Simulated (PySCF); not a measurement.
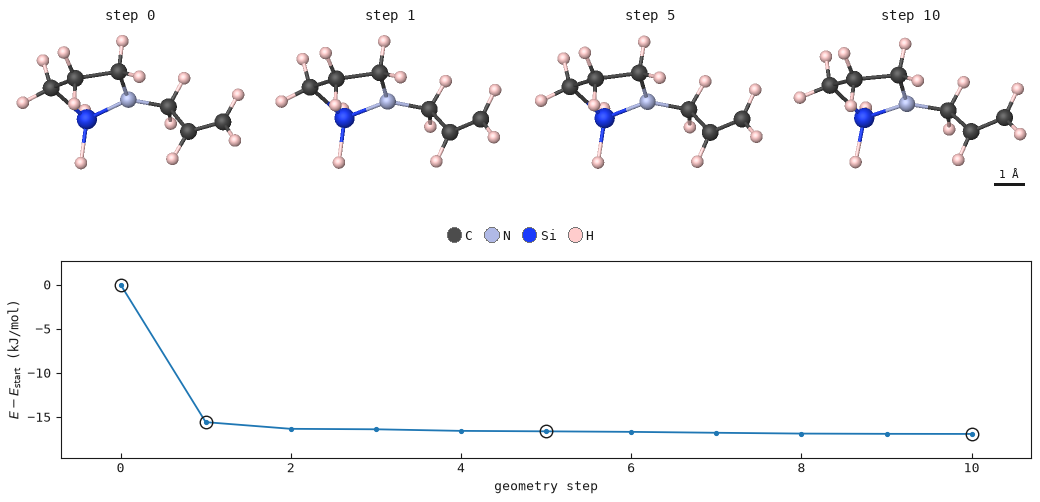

Frames of a relaxation of C$_{6}$H$_{13}$NSi, marked on the history of the run. Style: ball-and-stick. Shown from a free direction.

The start comes from GFN2-xTB. Its atoms were then displaced at random by about 0.01 Å.

Level of theory: PySCF, PBE0-D3(BJ)/def2-SVP geometry optimisation, gas phase. 

> What happens along the run?

The largest move after the best rigid fit is that of an H atom, 0.27 Å. Largest moves by element: H 0.27 Å, N 0.16 Å, C 0.15 Å, Si 0.10 Å. Among the contacts that change: C–N 1.396 → 1.440 Å, C–H 1.061 → 1.096 Å, C–H 1.082 → 1.112 Å, H–Si 1.484 → 1.501 Å. Bond angles that change, for instance: Si–C–H 111.3° → 108.2°, H–C–H 108.9° → 106.0°, H–Si–H 108.8° → 106.2°. After 10 geometry steps the energy has fallen by 16.9 kJ/mol. From step 0 to 1: an H atom moves most (0.22 Å), energy −15.6 kJ/mol. From step 1 to 5: an H atom moves most (0.10 Å), energy −1.04 kJ/mol. From step 5 to 10: an H atom moves most (0.17 Å), energy −0.30 kJ/mol.
